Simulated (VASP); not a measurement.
Band structure of Li (bcc). All values below come from PW91 GGA, VASP's PBE PAW potentials (set 64) (plane waves; VASP).

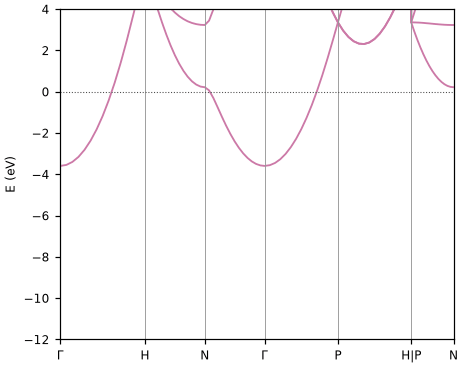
Bands along high-symmetry lines, zero at the valence-band maximum or, without a gap, the Fermi level

**Question.** Read the plot: is there a gap, and where are the band edges?

**Answer.** It has no gap at this level: it comes out as a metal or semimetal. (Edges off the drawn lines would not show.)

The compound is Li in the bcc structure. It was relaxed first.
